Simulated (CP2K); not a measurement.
**GFN1-xTB run of CH4F2OSSi (SMILES CO[Si](F)(F)S)**

What is the energy change on altering one bond length of CH4F2OSSi at GFN1-xTB? 

The calculation is run with CP2K 2026.2.

2 further runs of the same task are left out: 1 that didn't finish, 1 set aside as unsound or not needed.

### 1 The system as given

CH4F2OSSi has 10 atoms, charge 0, and is taken as a singlet. As SMILES, `CO[Si](F)(F)S`. Geometry: relaxed at PBE0-D4/def2-TZVP. This is one conformer, not always the lowest.

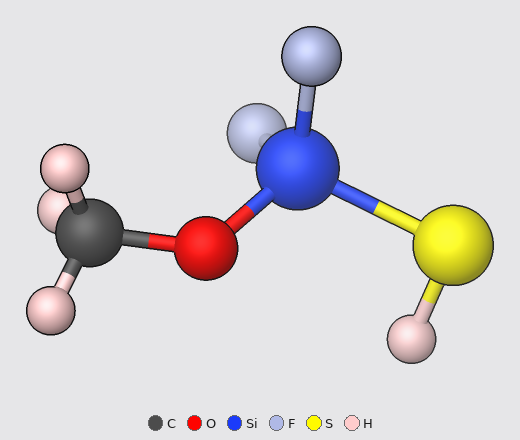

Viewed from a chosen angle; carbon dark grey, oxygen red, silicon blue, fluorine light blue, sulfur yellow, hydrogen pink.

### 2 Energy and gradient at GFN1-xTB

The input, molecule.inp:

```
&GLOBAL
 PROJECT molecule
 RUN_TYPE ENERGY_FORCE
 PRINT_LEVEL MEDIUM
&END GLOBAL

&FORCE_EVAL
 METHOD Quickstep
 &DFT
  CHARGE 0
  MULTIPLICITY 1
  &QS
   METHOD XTB
   EPS_DEFAULT 1.0E-10
   &XTB
    GFN_TYPE 1
    CHECK_ATOMIC_CHARGES F
   &END XTB
  &END QS
  &POISSON
   PERIODIC NONE
   POISSON_SOLVER ANALYTIC
  &END POISSON
  &SCF
   SCF_GUESS ATOMIC
   EPS_SCF 1.0E-07
   MAX_SCF 150
   ADDED_MOS 4
   &DIAGONALIZATION
    ALGORITHM STANDARD
   &END DIAGONALIZATION
   &MIXING
    METHOD DIRECT_P_MIXING
    ALPHA 0.4
   &END MIXING
   &SMEAR ON
    METHOD FERMI_DIRAC
    ELECTRONIC_TEMPERATURE [K] 300
   &END SMEAR
  &END SCF
  &PRINT
   &MOMENTS
    PERIODIC F
    REFERENCE COM
    MAX_MOMENT 1
   &END MOMENTS
   &MO ON
    ENERGIES T
    OCCUPATION_NUMBERS T
    NDIGITS 6
    &EACH
     QS_SCF 0
    &END EACH
    ADD_LAST NUMERIC
   &END MO
   &HIRSHFELD OFF
   &END HIRSHFELD
  &END PRINT
 &END DFT
 &SUBSYS
  &CELL
   ABC [angstrom] 15.8 16.3 15.8
   PERIODIC NONE
  &END CELL
  &COORD
   C     -0.185100    -1.188400     1.142100
   O      0.269700     0.045300     0.611100
   Si    -0.235400     0.741900    -0.747600
   F     -0.346900    -0.370100    -1.872900
   F     -1.691100     1.346200    -0.611600
   S      1.026900     2.326500    -1.281900
   H     -1.168500    -1.067400     1.603100
   H     -0.242900    -1.957000     0.367000
   H      0.526500    -1.505100     1.904500
   H      2.130000     1.577100    -1.110900
  &END COORD
  &TOPOLOGY
   &CENTER_COORDINATES
   &END CENTER_COORDINATES
  &END TOPOLOGY
 &END SUBSYS
 &PRINT
  &FORCES ON
  &END FORCES
 &END PRINT
&END FORCE_EVAL
```

Run with:

```
$ OMP_NUM_THREADS=1 cp2k.psmp -i molecule.inp -o molecule.out
```

What it wrote:

```text
CP2K| version string:                                       CP2K version 2026.2
[...]
 GLOBAL| Method name                                                        CP2K
[...]
 GLOBAL| Run type                                                   ENERGY_FORCE
[...]
                             - Atoms:                                         10
[...]
                             - Spherical basis functions:                     42
[...]
 Number of electrons:                                                         38
[...]
     1 P_Mix/Diag. 0.40E+00    0.0     1.31790231       -24.7781825571 -2.48E+01
[...]
    17 DIIS/Diag.  0.95E-07    0.0     0.00000005       -25.0596956947 -4.97E-14
  *** SCF run converged in    17 steps ***
[...]
  Fermi energy:                                                -0.18048502098128
[...]
 TB_DIPOLE| Moment [Debye]          1.54937585      -1.18865755       1.09467763
 TB_DIPOLE| Derivative [a.u.]       0.00000000       0.00000000       0.00000000
[...]
 ENERGY| Total FORCE_EVAL ( QS ) energy [hartree]            -25.059695694720137
 FORCES| Atomic forces [hartree/bohr]
 FORCES|   Atom     x               y               z               |f|
 FORCES|      1  4.29071257E-03 -4.37377294E-03  1.00363708E-02   1.17587772E-02
 FORCES|      2 -6.76737778E-03 -8.98882129E-03  9.68868805E-04   1.12931403E-02
 FORCES|      3  9.07221553E-03  2.54706323E-02 -9.69492591E-03   2.87236800E-02
 FORCES|      4 -2.18764127E-03 -6.07763957E-03 -5.11778189E-03   8.24106598E-03
 FORCES|      5 -4.49145425E-03  1.25720954E-04 -2.75705922E-04   4.50166423E-03
 FORCES|      6  6.35284171E-03 -1.05919400E-02  3.13557174E-03   1.27428255E-02
 FORCES|      7 -6.75674954E-04 -2.26587422E-04  1.96780348E-04   7.39324698E-04
 FORCES|      8 -3.88048569E-04 -2.92334837E-04 -8.86445877E-05   4.93861531E-04
 FORCES|      9  1.74744284E-03 -2.77852293E-03  3.25377437E-03   4.62177388E-03
 FORCES|     10 -6.95301582E-03  7.73326576E-03 -2.41430770E-03   1.06759875E-02
 FORCES| Sum     1.94289029E-16 -2.47198095E-16 -2.18575158E-16
 FORCES| Total atomic force                                       3.82923262E-16
[...]
```

It took 0.92 s on 1 thread of Intel Xeon 6975P-C (Granite Rapids), shared host; peak memory 0.19 GiB.

### 3 The distorted shape

The input, mol.inp:

```
&GLOBAL
   PROJECT mol
   RUN_TYPE ENERGY_FORCE
   PRINT_LEVEL MEDIUM
&END GLOBAL

&FORCE_EVAL
   METHOD Quickstep
   &DFT
      # Quickstep
      &QS
         METHOD XTB
         EPS_DEFAULT 1.0E-10
         &XTB
            GFN_TYPE 1
            CHECK_ATOMIC_CHARGES F
         &END XTB
      &END QS
      &POISSON
         PERIODIC NONE
         POISSON_SOLVER ANALYTIC
      &END POISSON
      # SCF settings
      &SCF
         SCF_GUESS ATOMIC
         EPS_SCF 1.0E-07
         MAX_SCF 150
         ADDED_MOS 4
         &DIAGONALIZATION
            ALGORITHM STANDARD
         &END DIAGONALIZATION
         &MIXING
            METHOD DIRECT_P_MIXING
            ALPHA 0.4
         &END MIXING
         &SMEAR ON
            METHOD FERMI_DIRAC
            ELECTRONIC_TEMPERATURE [K] 300
         &END SMEAR
      &END SCF
      # extra output
      &PRINT
         &MOMENTS
            PERIODIC F
            REFERENCE COM
            MAX_MOMENT 1
         &END MOMENTS
         &MO ON
            ENERGIES T
            OCCUPATION_NUMBERS T
            NDIGITS 6
            &EACH
               QS_SCF 0
            &END EACH
            ADD_LAST NUMERIC
         &END MO
         &HIRSHFELD OFF
         &END HIRSHFELD
      &END PRINT
   &END DFT
   # atoms, cell and kinds
   &SUBSYS
      &CELL
         ABC 15.9 16.3 15.8
         PERIODIC NONE
      &END CELL
      &COORD
         C      0.404941    -1.261000     0.865500
         O      0.859741    -0.027300     0.334500
         Si     0.354641     0.669300    -1.024200
         F      0.243141    -0.442700    -2.149500
         F     -1.101059     1.273600    -0.888200
         S      1.616941     2.253900    -1.558500
         H     -1.168500    -1.067400     1.603100
         H      0.347141    -2.029600     0.090400
         H      1.116541    -1.577700     1.627900
         H      2.720041     1.504500    -1.387500
      &END COORD
      &TOPOLOGY
         &CENTER_COORDINATES
         &END CENTER_COORDINATES
      &END TOPOLOGY
   &END SUBSYS
   # extra output
   &PRINT
      &FORCES ON
      &END FORCES
   &END PRINT
&END FORCE_EVAL
```

Run with:

```
$ OMP_NUM_THREADS=1 cp2k.psmp -i mol.inp > mol.out 2>&1
```

What it wrote:

```text
CP2K| version string:                                       CP2K version 2026.2
[...]
 GLOBAL| Method name                                                        CP2K
[...]
 GLOBAL| Run type                                                   ENERGY_FORCE
[...]
                             - Atoms:                                         10
[...]
                             - Spherical basis functions:                     42
[...]
 Number of electrons:                                                         38
[...]
     1 P_Mix/Diag. 0.40E+00    0.0     1.31253763       -24.6791689571 -2.47E+01
[...]
    22 DIIS/Diag.  0.15E-07    0.0     0.00000007       -24.9688132540  0.00E+00
  *** SCF run converged in    22 steps ***
[...]
  Fermi energy:                                                -0.29521532134547
[...]
 TB_DIPOLE| Moment [Debye]          1.93027740      -0.95630367       0.71978519
 TB_DIPOLE| Derivative [a.u.]       0.00000000       0.00000000       0.00000000
[...]
 ENERGY| Total FORCE_EVAL ( QS ) energy [hartree]            -24.968813254029392
 FORCES| Atomic forces [hartree/bohr]
 FORCES|   Atom     x               y               z               |f|
 FORCES|      1 -4.42135657E-02  1.68304423E-02  2.82873195E-02   5.51205554E-02
 FORCES|      2 -1.60319998E-02 -2.64318024E-02  1.39638760E-02   3.39213064E-02
 FORCES|      3  6.20228715E-03  2.75349529E-02 -1.39133843E-02   3.14678290E-02
 FORCES|      4 -1.92971161E-03 -5.84201730E-03 -4.63974033E-03   7.70585124E-03
 FORCES|      5 -3.25993917E-03 -5.46049503E-04  1.86702344E-04   3.31062399E-03
 FORCES|      6  6.30860694E-03 -1.09179643E-02  3.29316034E-03   1.30324737E-02
 FORCES|      7  7.74156806E-02 -1.10728662E-02 -3.58548354E-02   8.60311873E-02
 FORCES|      8 -9.84625447E-03  2.47578505E-03  3.59340586E-03   1.07699027E-02
 FORCES|      9 -7.76016713E-03  2.24259265E-04  7.56063796E-03   1.08366846E-02
 FORCES|     10 -6.88493678E-03  7.74526011E-03 -2.47714201E-03   1.06549351E-02
 FORCES| Sum     7.28583860E-17  5.46437895E-17  3.85542293E-16
 FORCES| Total atomic force                                       3.96152934E-16
[...]
```

Run time: 0.92 s. Hardware: 1 thread of Intel Xeon 6975P-C (Granite Rapids), shared host; peak memory 0.19 GiB.

### 4 Summary of results

Level: GFN1-xTB.

```
                                                         quantity         value
                                        first shape: total energy  -25.05970 Eh
           first shape: dipole moment (from atomic charges alone)        2.24 D
                                         first shape: HOMO energy     -11.52 eV
                                         first shape: LUMO energy      -4.03 eV
                                       first shape: HOMO–LUMO gap       7.49 eV
                                   first shape: dispersion energy  -8.92 kJ/mol
                            first shape: largest force on an atom    1.477 eV/Å
                                    distorted shape: total energy  -24.96881 Eh
       distorted shape: dipole moment (from atomic charges alone)        2.27 D
                                     distorted shape: HOMO energy     -11.62 eV
                                     distorted shape: LUMO energy      -7.16 eV
                                   distorted shape: HOMO–LUMO gap       4.47 eV
                               distorted shape: dispersion energy  -9.66 kJ/mol
                        distorted shape: largest force on an atom    4.424 eV/Å
energy change with the C1–H7 bond stretched from 1.093 to 1.748 Å      2.473 eV
```

What this shows: One bond (distorted shape) is far stretched, which a spin-restricted single reference describes badly. With the C1–H7 bond stretched from 1.093 to 1.748 Å the energy rises by 2.47 eV (239 kJ/mol). The first shape isn't relaxed at this level, so the change isn't measured from a minimum. A restricted reference can't describe the breaking bond well at this length. The largest force (first shape) is 1.48 eV/Å: the shape isn't a stationary point for this species at this level. The dipole (first shape) comes from point charges on the atoms alone, without atomic dipoles, so it is partial. The dipole (distorted shape) comes from point charges on the atoms alone, without atomic dipoles, so it is partial.
